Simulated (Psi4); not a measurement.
# A workflow on GaHClO (SMILES [O][GaH][Cl])

We compute a geometry optimisation (doublet GaHClO, UPBE0/def2-SVPD), then the energy (singlet GaHClO+, PBE0/def2-SVPD), then a structure relaxation (singlet GaHClO+, PBE0/def2-SVPD), then a single-point energy (singlet GaHClO−, PBE0/def2-SVPD), then a geometry optimisation (singlet GaHClO−, PBE0/def2-SVPD) of ClGaHO. 

The calculation is run with Psi4 1.11.

### Step 1. Starting point

GaHClO has 4 atoms, charge 0, and is taken as a doublet. As SMILES, `[O][GaH][Cl]`. The shape is that of a PBE0-D4/def2-TZVP optimisation. The run starts from this shape.

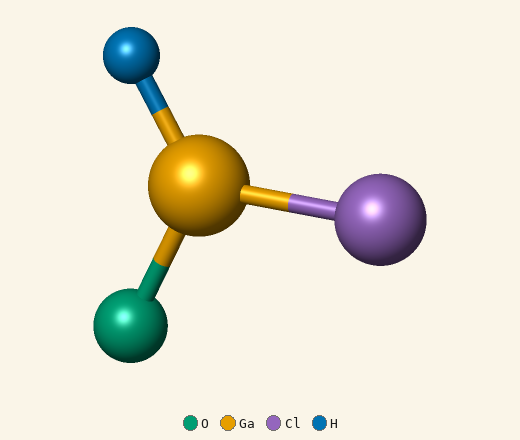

The structure, seen from a chosen angle (oxygen teal, gallium amber, chlorine purple, hydrogen blue).

### Step 2. A structure relaxation at UPBE0/def2-SVPD (density fitting) (run 1)

Input file clgaho.in:

```
memory 1600 mb

molecule {
  0 2
  O     -1.739800    -0.117700    -0.212200
  Ga     0.030900     0.144300    -0.061200
  Cl     1.050700    -1.557300     0.708800
  H      0.713700     1.470500    -0.455700
  units angstrom
  symmetry c1
}

set basis def2-SVPD
set reference uks

optimize('pbe0')
print_variables()
```

On the command line:

```console
psi4 -i clgaho.in -o clgaho.out -n 1
```

clgaho.out:

```text
[...]
  Running in c1 symmetry.
[...]
  Nuclear repulsion =  240.936454910321658
[...]
  Multiplicity = 2
[...]
  Nalpha       = 29
  Nbeta        = 28
[...]
    Number of basis functions: 96
[...]
   @DF-UKS iter   1: -2457.72102176388807   -1.39581e+00   2.78455e-02 ADIIS/DIIS
[...]
   @DF-UKS iter  10: -2459.94823619804311    4.54747e-13   1.36790e-09 DIIS
[...]
   @S^2 Observed:                7.546782584E-01
[...]
  @DF-UKS Final Energy: -2459.94823619804311
   => Energetics <=
    Nuclear Repulsion Energy =            239.2981907475694641
    One-Electron Energy =               -3899.2225340439840693
    Two-Electron Energy =                1284.3304556328116632
    DFT Exchange-Correlation Energy =     -84.3543485344403337
    Empirical Dispersion Energy =           0.0000000000000000
    VV10 Nonlocal Energy =                  0.0000000000000000
    Total Energy =                      -2459.9482361980431051
[...]
  -Total Gradient:
     Atom            X                  Y                   Z
    ------   -----------------  -----------------  -----------------
       1       -0.000018367689     0.000082692074    -0.000033417442
       2       -0.000046993011     0.000008353090    -0.000008585685
       3       -0.000102614132    -0.000055229659     0.000005739323
       4        0.000039487769    -0.000023886562     0.000013904919
[...]
```

The script printed:

```text
Optimizer: Optimization complete!
```

Run time: 65 s. Hardware: 1 thread of Intel Xeon Platinum 8259CL at 2.50GHz (Skylake/Cascade Lake), shared host; peak memory 0.49 GiB.

Steps, from the record of the run:

```csv
step,energy from the first frame kept (eV),largest force (eV/Å)
0,0.0000,0.3337
1,-0.0039,0.0865
2,0.0091,0.3298
3,-0.0043,0.0256
4,-0.0043,0.0109
5,-0.0044,0.0080
6,-0.0044,0.0060
```

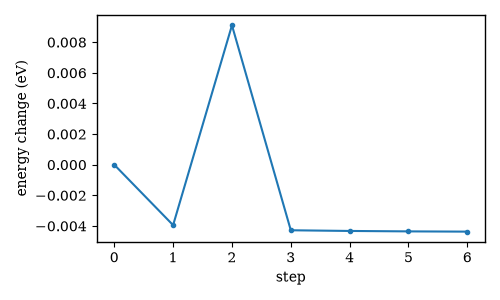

Energy along the run.

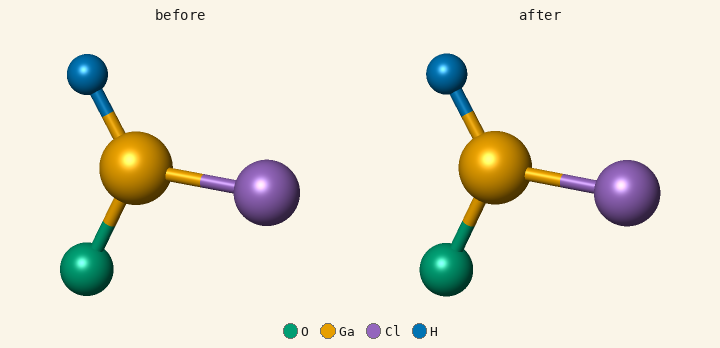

Before and after, at one scale.

After the run. Bond lengths: O1–Ga2 1.807 Å, Ga2–Cl3 2.146 Å, Ga2–H4 1.541 Å. Angles: O1–Ga2–Cl3 112.1°, O1–Ga2–H4 123.1°, Cl3–Ga2–H4 124.8°.

### Step 3. The singlet cation: the energy at PBE0/def2-SVPD (density fitting) (run 2)

Input file calc.inp:

```
memory 1600 MB

molecule {
  1 1
  O     -1.747654    -0.123130    -0.211070
  Ga     0.031916     0.151600    -0.063892
  Cl     1.052243    -1.569366     0.713633
  H      0.715325     1.476100    -0.457202
  units angstrom
  symmetry c1
}

set basis def2-SVPD

energy('pbe0')
```

On the command line:

```console
psi4 calc.inp calc.out -n 1
```

calc.out:

```text
[...]
  Running in c1 symmetry.
[...]
  Nuclear repulsion =  239.298209074734388
[...]
  Multiplicity = 1
[...]
  Nalpha       = 28
  Nbeta        = 28
[...]
    Number of basis functions: 96
[...]
   @DF-RKS iter   1: -2456.94502810664608   -6.52754e-01   2.83354e-02 DIIS/ADIIS
[...]
   @DF-RKS iter  18: -2459.46385781455820   -2.36387e-08   5.75392e-07 DIIS
[...]
  @DF-RKS Final Energy: -2459.46385781455820
   => Energetics <=
    Nuclear Repulsion Energy =            239.2982090747343875
    One-Electron Energy =               -3883.9897487687635476
    Two-Electron Energy =                1269.2802701192845234
    DFT Exchange-Correlation Energy =     -84.0525882398138435
    Empirical Dispersion Energy =           0.0000000000000000
    VV10 Nonlocal Energy =                  0.0000000000000000
    Total Energy =                      -2459.4638578145581960
[...]
 Multipole Moments:
 ------------------------------------------------------------------------------------
     Multipole            Electronic (a.u.)      Nuclear  (a.u.)        Total (a.u.)
 ------------------------------------------------------------------------------------
 L = 1.  Multiply by 2.5417464519 to convert [e a0] to [Debye]
 Dipole X            :          0.1476288            0.1241617            0.2717905
 Dipole Y            :          1.3484063           -0.5931003            0.7553060
 Dipole Z            :         -0.4768873            0.2361540           -0.2407333
 Magnitude           :                                                    0.8380392
[...]
```

Run time: 8.4 s. Hardware: 1 thread of Intel Xeon Platinum 8259CL at 2.50GHz (Skylake/Cascade Lake), shared host; peak memory 0.45 GiB.

### Step 4. The singlet cation: a structure relaxation at PBE0/def2-SVPD (density fitting) (run 3)

Input file input.in:

```
memory 1600 MB

molecule mol {
  1 1
  O
  Ga 1 1.806656
  Cl 2 2.146471 1 112.07455
  H 2 1.541441 1 123.13323 3 179.99855
  symmetry c1
}

set {
  basis        def2-SVPD
  geom_maxiter 50
}

e = optimize('pbe0')
print_variables()
```

On the command line:

```console
psi4 input.in input.out -n 1
```

input.out:

```text
Psi4 1.11 release

gradient() will perform analytic gradient computation.

   => Loading Basis Set <=

    Name: DEF2-SVPD
    Role: ORBITAL
    Keyword: BASIS

         ---------------------------------------------------------
                                   SCF
                              RKS Reference
                        1 Threads,   1525 MiB Core
         ---------------------------------------------------------

  ==> Geometry <==

    Molecular point group: c1
    Full point group: C1

[... 154 lines left out ...]
   @DF-RKS iter   7: -2459.18126481274612   -3.86730e-01   6.64689e-03 DIIS/ADIIS
[... 53 lines left out ...]
    One-Electron Energy =               -3883.9895979455191082
[... 296 lines left out ...]
   @DF-RKS iter   1: -2459.58269549011175   -9.87668e-03   8.73933e-05 DIIS
[... 47 lines left out ...]
 Dipole Y            :          1.9032223           -1.5411194            0.3621029
[... 206 lines left out ...]
ValueError: operands could not be broadcast together with shapes (9,) (14,)
[... 1 line left out ...]
Printing out the relevant lines from the Psithon --> Python processed input file:
      symmetry c1
    ""","mol")
    core.IO.set_default_namespace("mol")
    core.set_global_option("BASIS", "def2-SVPD")
    core.set_global_option("GEOM_MAXITER", 50)
--> e = optimize('pbe0')
    print_variables()

!-------------------------------------------------------------------!
!                                                                   !
!  operands could not be broadcast together with shapes (9,) (14,)  !
!                                                                   !
!-------------------------------------------------------------------!

    Psi4 run time: 0:01:35.29

[set-up sections that repeat, and orbital energies of the middle runs, are left out above]
```

It took 97 s on 1 thread of Intel Xeon Platinum 8259CL at 2.50GHz (Skylake/Cascade Lake), shared host; peak memory 0.51 GiB.

The job stopped with an error part of the way.

### Step 5. The singlet anion: a single-point energy at PBE0/def2-SVPD (density fitting) (run 4)

Input file calc.dat:

```
memory 1600 MB

molecule molecule1 {
  -1 1
  O     -1.747654    -0.123130    -0.211070
  Ga     0.031916     0.151600    -0.063892
  Cl     1.052243    -1.569366     0.713633
  H      0.715325     1.476100    -0.457202
  units angstrom
  symmetry c1
}

set {
  basis     def2-SVPD
  reference rks
}

energy('pbe0')
print_variables()
```

On the command line:

```console
psi4 calc.dat calc.out -n 1
```

calc.out:

```text
[...]
  Running in c1 symmetry.
[...]
  Nuclear repulsion =  239.298209074734388
[...]
  Multiplicity = 1
[...]
  Nalpha       = 29
  Nbeta        = 29
[...]
    Number of basis functions: 96
[...]
   @DF-RKS iter   1: -2458.03103191958280   -1.73876e+00   2.75335e-02 ADIIS/DIIS
[...]
   @DF-RKS iter  11: -2460.04488142851142   -1.43391e-08   6.40135e-07 DIIS
[...]
  @DF-RKS Final Energy: -2460.04488142851142
   => Energetics <=
    Nuclear Repulsion Energy =            239.2982090747343875
    One-Electron Energy =               -3912.8885977815002661
    Two-Electron Energy =                1298.0861396868472184
    DFT Exchange-Correlation Energy =     -84.5406324085930123
    Empirical Dispersion Energy =           0.0000000000000000
    VV10 Nonlocal Energy =                  0.0000000000000000
    Total Energy =                      -2460.0448814285114167
[...]
 Multipole Moments:
 ------------------------------------------------------------------------------------
     Multipole            Electronic (a.u.)      Nuclear  (a.u.)        Total (a.u.)
 ------------------------------------------------------------------------------------
 L = 1.  Multiply by 2.5417464519 to convert [e a0] to [Debye]
 Dipole X            :          1.8753832            0.1241617            1.9995448
 Dipole Y            :          0.8750906           -0.5931003            0.2819904
 Dipole Z            :         -0.0609218            0.2361540            0.1752322
 Magnitude           :                                                    2.0269199
[...]
```

It took 6.6 s on 1 thread of Intel Xeon Platinum 8259CL at 2.50GHz (Skylake/Cascade Lake), shared host; peak memory 0.45 GiB.

### Step 6. The singlet anion: a geometry optimisation at PBE0/def2-SVPD (density fitting) (run 5)

Input file clgaho.in:

```
memory 1600 mb

molecule molecule1 {
  -1 1
  O     -1.747654    -0.123130    -0.211070
  Ga     0.031916     0.151600    -0.063892
  Cl     1.052243    -1.569366     0.713633
  H      0.715325     1.476100    -0.457202
  symmetry c1
}

set {
  geom_maxiter 50
}

e, wfn = optimize('pbe0/def2-SVPD', return_wfn=True)
```

On the command line:

```console
psi4 clgaho.in clgaho.out -n 1
```

clgaho.out:

```text
[...]
  Running in c1 symmetry.
[...]
  Nuclear repulsion =  239.298209074734388
[...]
  Multiplicity = 1
[...]
  Nalpha       = 29
  Nbeta        = 29
[...]
    Number of basis functions: 96
[...]
   @DF-RKS iter   1: -2458.03103191958280   -1.73876e+00   2.75335e-02 ADIIS/DIIS
[...]
   @DF-RKS iter   7: -2460.06163835174902   -2.72848e-12   6.58296e-09 DIIS
[...]
  @DF-RKS Final Energy: -2460.06163835174902
   => Energetics <=
    Nuclear Repulsion Energy =            232.9679543063848257
    One-Electron Energy =               -3900.3008692470384631
    Two-Electron Energy =                1291.8167854371256453
    DFT Exchange-Correlation Energy =     -84.5455088482210613
    Empirical Dispersion Energy =           0.0000000000000000
    VV10 Nonlocal Energy =                  0.0000000000000000
    Total Energy =                      -2460.0616383517490249
[...]
  -Total Gradient:
     Atom            X                  Y                   Z
    ------   -----------------  -----------------  -----------------
       1        0.000086301512    -0.000008381968     0.000008079001
       2        0.000261132114    -0.000011855158     0.000059346470
       3        0.000096813677     0.000097026024    -0.000026260720
       4        0.000048545511    -0.000069059398     0.000025255759
[...]
    Final optimized geometry and variables:
    Molecular point group: c1
    Full point group: C1
    Geometry (in Angstrom), charge = -1, multiplicity = 1:
    O           -1.869955761439     0.267324290729    -0.359952754308
    GA          -0.192423938957     0.498581940520    -0.210785737307
    CL           1.210821701466    -1.153133019821     0.594557733426
    H            0.825210095992     1.669797083847    -0.501138960832
    Psi4 run time: 0:00:44.31
[...]
```

The script printed:

```text
Optimizer: Optimization complete!
```

Wall time 46 s (1 thread of Intel Xeon Platinum 8259CL at 2.50GHz (Skylake/Cascade Lake), shared host); peak memory 0.49 GiB.

The path in brief:

```csv
step,energy from the first frame kept (eV),largest force (eV/Å)
0,0.0000,4.3157
1,-0.3182,1.4393
2,-0.4300,0.5776
3,-0.4544,0.1818
4,-0.4557,0.0750
5,-0.4542,0.1239
6,-0.4559,0.0544
7,-0.4560,0.0138
```

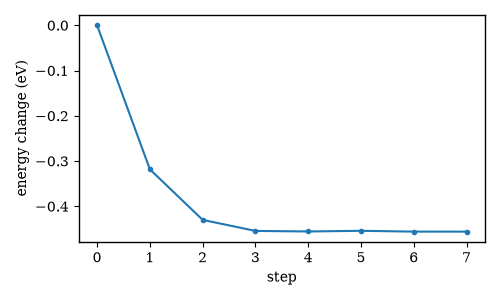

Energy along the run.

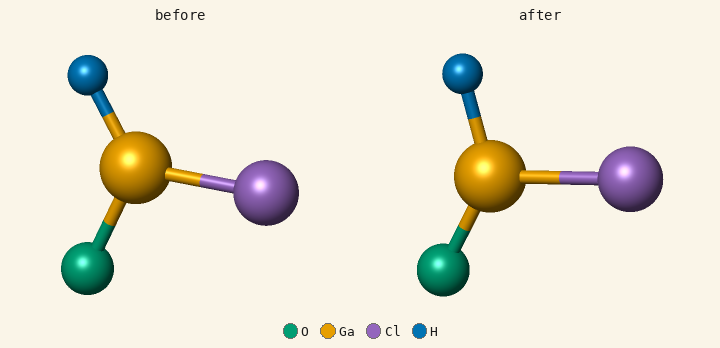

Before and after, at one scale.

After the run. Bond lengths: O1–Ga2 1.700 Å, Ga2–Cl3 2.312 Å, Ga2–H4 1.578 Å. Angles: O1–Ga2–Cl3 122.2°, O1–Ga2–H4 136.1°, Cl3–Ga2–H4 101.7°.

### Step 7. Results

| quantity | value |
| --- | --- |
| run 1, UPBE0/def2-SVPD: total energy at the end | -2459.94824 Eh |
| run 1, UPBE0/def2-SVPD: dipole moment | 2.22 D |
| run 1, UPBE0/def2-SVPD: HOMO energy (highest over α and β) | -9.16 eV |
| run 1, UPBE0/def2-SVPD: LUMO energy (lowest over α and β) | -4.50 eV |
| run 1, UPBE0/def2-SVPD: ⟨S²⟩ | 0.755 |
| singlet cation, run 2: total energy | -2459.46386 Eh |
| singlet cation, run 2: HOMO energy | -15.95 eV |
| singlet cation, run 2: LUMO energy | -14.76 eV |
| singlet cation, run 2: HOMO–LUMO gap | 1.19 eV |
| singlet anion, run 4: total energy | -2460.04488 Eh |
| singlet anion, run 4: HOMO energy | -0.93 eV |
| singlet anion, run 4: LUMO energy | 3.81 eV |
| singlet anion, run 4: HOMO–LUMO gap (to an unbound level, set by the basis) | 4.74 eV |
| singlet anion, run 5: total energy at the end | -2460.06164 Eh |
| singlet anion, run 5: HOMO energy | -1.71 eV |
| singlet anion, run 5: LUMO energy | 3.83 eV |
| singlet anion, run 5: HOMO–LUMO gap (to an unbound level, set by the basis) | 5.54 eV |
| singlet cation, run 3 | no result (stopped) |
| adiabatic electron affinity (to the singlet anion, no zero-point term) | 3.086 eV |

In words: The adiabatic electron affinity (to the singlet anion, no zero-point term) is 3.09 eV (71 kcal/mol). The optimisation (run 1, UPBE0/def2-SVPD) took 7 steps and changed the energy by -0.004 eV. The optimisation (singlet anion, run 5) took 8 steps and changed the energy by -0.456 eV. 1 of the 5 runs did not end normally.
